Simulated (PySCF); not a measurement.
Consider C2H9OPSi2.

Input

```
{"job": {"kind": "nmr", "xc": "PBE0", "basis": "pcSseg-1"}, "charge": 0, "multiplicity": 1}
O      2.362889    -0.801428    -1.214479
Si     1.331583    -0.634500     0.031606
C     -0.389368    -1.041473    -0.685629
C     -1.490379    -0.299499     0.067739
Si    -1.015430     1.537137     0.338454
P      1.197297     1.510398     0.695986
H      3.220464    -0.384636    -1.210400
H      1.722505    -1.518266     1.136432
H     -0.577346    -2.115391    -0.672854
H     -0.395762    -0.736297    -1.733632
H     -1.637503    -0.774161     1.040914
H     -2.438261    -0.384991    -0.465729
H     -1.739915     2.103485     1.479503
H     -1.264875     2.328103    -0.871333
H      1.109687     1.219509     2.041510
```

Launched as:

```sh
OMP_NUM_THREADS=1 python probes_run.py task.json out
```

Geometry: GFN2-xTB.

Level of theory: PBE0/pcSseg-1, SCF density, gas phase, non-relativistic (PySCF 2.14.0).

### What will maps of the electron density and electron localisation function show?

Si–P (2.24 Å): the density is about 0.73 e/Å³ at the midpoint; the ELF peaks at about 0.95 between the atoms, as expected for localised, covalent bonding.

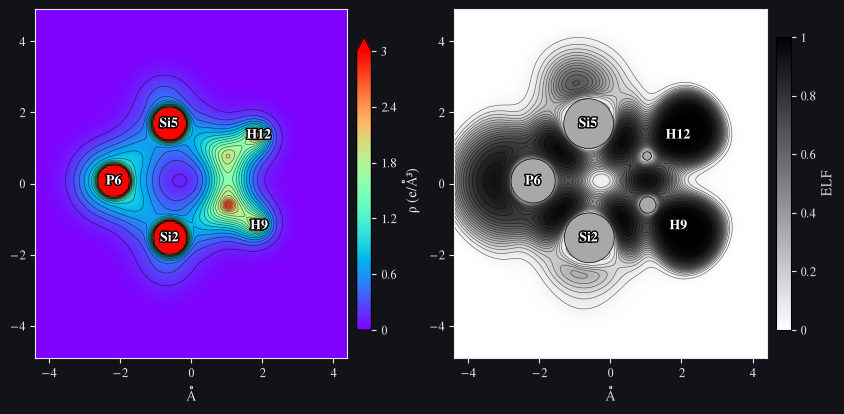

Computed electron density and electron localisation function on the plane of atoms Si2, P6 and Si5, in this order. Grey discs cover the atomic cores in the ELF map. 
